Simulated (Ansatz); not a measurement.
**SnSiH3F3 (SMILES [F][Sn]([F])([F])[SiH3]): CCSD/def2-SVP (core potential)**

What is the electronic atomisation energy of SnSiH3F3 at CCSD/def2-SVP (core potential)? 

Program for the calculation: Ansatz 0.2.0.

35 further runs of the same task are left out: 35 set aside as unsound or not needed. Runs told in other sessions of the task aren't counted.

## (1) Starting point

The species is SnSiH3F3 (8 atoms), meant as a singlet with charge 0. As SMILES, `[F][Sn]([F])([F])[SiH3]`. The shape is that of a PBE0-D4/def2-TZVP optimisation.

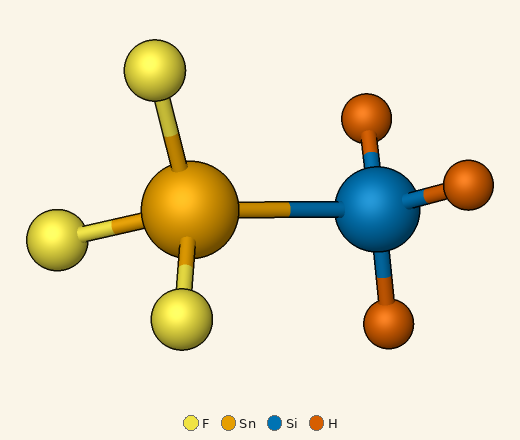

The structure, seen from a chosen angle (fluorine yellow, tin amber, silicon blue, hydrogen orange).

## (2) A single-point energy at CCSD/def2-SVP (core potential)

in.yaml

```yaml
crystal:
  periodic: [false, false, false]
  atoms:
    - symbol: F
      position_ang: [0.165300, -2.193800, 1.388300]
    - symbol: Sn
      position_ang: [0.794500, -0.774800, 0.288000]
    - symbol: F
      position_ang: [2.267700, -0.076200, 1.269200]
    - symbol: F
      position_ang: [1.622500, -1.679600, -1.166800]
    - symbol: Si
      position_ang: [-0.973200, 0.954100, -0.377000]
    - symbol: H
      position_ang: [-1.479100, 1.542100, 0.882900]
    - symbol: H
      position_ang: [-0.282200, 1.951000, -1.224200]
    - symbol: H
      position_ang: [-2.023600, 0.220100, -1.116300]
basis:
  gaussian:
    orbitals: def2-SVP
correlation:
  method: ccsd
  frozen_orbitals: {F: 1, H: 0, Si: 5, Sn: 4}
accuracy: high
scf:
  omitted_lower_state_checks: [cluster_reference, increment]
```

Command:

```sh
ansatz run in.yaml --threads 1 --pin off --max-ram 2610MiB --events-out events.jsonl --progress --plain --runs-dir runs
```

Standard output (excerpt; [...] marks lines left out):

```text
Warning: RAYON_NUM_THREADS=1 ignored (pool sized by the plan → 1); use --threads N
Functional definition: HF
  name "HF"
[...]
2198 factors; integrals over basis functions are off by at most 5.1e-9 eV
[...]
mean field -21825.90422786 eV, -802.0871862447 hartree, gradient 2.7e-8 eV, S^2 0.000000; 0 other end points of the search recorded, 0 dependent functions left out
12 core orbitals not correlated: weight in the atoms' cores, before any rotation towards them, 1.000 or more for the frozen orbitals, at most 0.000 for the correlated occupied ones
reference -21825.90422786 eV, -802.0871862447 hartree; 21, 21 occupied and 68, 68 virtual orbitals, 2198 factors
second order -20.89856318 eV of doubles, -0.00000000 eV of singles
cycle   1  -21.02034206 eV  change   -1.2e-1 eV  update   1.3e-1
[...]
cycle  20  -21.70457204 eV  change    2.4e-9 eV  update   3.7e-9
Total energy: -21847.60879990 eV, -802.8848145552 hartree
Checks for a lower state left out: cluster_reference, increment
```

Wall time 41 s (1 thread of Arm Neoverse V2, shared host); peak memory 0.75 GiB.

## (3) The F atom at the same level

job.yaml

```yaml
crystal:
  periodic: [false, false, false]
  atoms:
    - {symbol: F, position_ang: [0.000000, 0.000000, 0.000000]}
basis:
  gaussian:
    orbitals: def2-SVP
magnetization:
  spin_polarized: true
  initial_magnetization: 1
correlation:
  method: ccsd
  frozen_orbitals: {F: 1}
accuracy: high
scf:
  omitted_lower_state_checks: [cluster_reference, increment]
```

Command:

```sh
ansatz run job.yaml --threads 1 --pin off --max-ram 2610MiB --events-out events.jsonl --progress --plain --runs-dir runs
```

Standard output (excerpt; [...] marks lines left out):

```text
Warning: RAYON_NUM_THREADS=1 ignored (pool sized by the plan → 1); use --threads N
[... 2 set-up lines as earlier in the session ...]
[...]
95 factors; integrals over basis functions are off by at most 1.3e-9 eV
[...]
mean field -2701.65666529 eV, -99.2840512006 hartree, gradient 3.3e-9 eV, S^2 0.752413; 3 other end points of the search recorded, 0 dependent functions left out
1 core orbitals not correlated: weight in the atoms' cores, before any rotation towards them, 1.000 or more for the frozen orbitals, at most 0.000 for the correlated occupied ones
reference -2701.65666529 eV, -99.2840512006 hartree; 4, 3 occupied and 9, 10 virtual orbitals, 95 factors
second order -3.76552661 eV of doubles, -0.00000000 eV of singles
cycle   1  -4.01000841 eV  change   -2.4e-1 eV  update   2.1e-2
[...]
cycle  14  -4.07490007 eV  change   4.9e-10 eV  update  5.9e-10
Total energy: -2705.73156535 eV, -99.4338010160 hartree
Checks for a lower state left out: cluster_reference, increment
```

Run time: 0.18 s. Hardware: 1 thread of Arm Neoverse V2, shared host.

## (4) The H atom: a single-point energy at UHF/def2-SVP

job.yaml

```yaml
crystal:
  periodic: [false, false, false]
  atoms:
    - {symbol: H, position_ang: [0.000000, 0.000000, 0.000000]}
basis:
  gaussian: {orbitals: def2-SVP}
hamiltonian: {xc: hf}
magnetization: {spin_polarized: true, initial_magnetization: 1}
accuracy: high
```

Run the same way, it converges to -0.49928 Eh (log not shown).

## (5) The Si atom

run.yaml

```yaml
crystal:
  periodic: [false, false, false]
  atoms:
    - {symbol: Si, position_ang: [0.000000, 0.000000, 0.000000]}
basis:
  gaussian:
    orbitals: def2-SVP
magnetization:
  spin_polarized: true
  initial_magnetization: 2
correlation:
  method: ccsd
  frozen_orbitals: {Si: 5}
accuracy: high
scf:
  omitted_lower_state_checks: [cluster_reference, increment]
```

Run the same way, it converges to -288.81458 Eh (log not shown).

## (6) The Sn atom at the same level

Edit run.yaml of step 5 so:

```diff
@@ -3,3 +3,3 @@
   atoms:
-    - {symbol: Si, position_ang: [0.000000, 0.000000, 0.000000]}
+    - {symbol: Sn, position_ang: [0.000000, 0.000000, 0.000000]}
 basis:
@@ -12,3 +12,3 @@
   method: ccsd
-  frozen_orbitals: {Si: 5}
+  frozen_orbitals: {Sn: 4}
 accuracy: high
```

Run the same way, it converges to -213.40679 Eh (log not shown).

## (7) Results

At CCSD/def2-SVP (core potential), 12 core orbitals frozen:

| quantity | value |
| --- | --- |
| molecule: total energy | -802.88481 Eh |
| molecule: correlation energy (12 core orbitals frozen) | -797.6 mEh |
| molecule: T1 diagnostic | 0.014 |
| F atom: total energy | -99.43380 Eh |
| F atom: correlation energy (1 core orbital frozen) | -149.7 mEh |
| F atom: ⟨S²⟩ of the reference determinant | 0.752 |
| F atom: T1 diagnostic | 0.003 |
| H atom: total energy | -0.49928 Eh |
| H atom: ⟨S²⟩ | 0.750 |
| Si atom: total energy | -288.81458 Eh |
| Si atom: correlation energy (5 core orbitals frozen) | -61.5 mEh |
| Si atom: ⟨S²⟩ of the reference determinant | 2.009 |
| Si atom: T1 diagnostic | 0.010 |
| Sn atom: total energy | -213.40679 Eh |
| Sn atom: correlation energy (4 core orbitals frozen) | -70.7 mEh |
| Sn atom: ⟨S²⟩ of the reference determinant | 2.010 |
| Sn atom: T1 diagnostic | 0.005 |
| electronic atomisation energy | 23.516 eV |

In words: Taking the molecule apart into free atoms costs 23.52 eV (542 kcal/mol), before zero-point energy and without spin-orbit coupling.
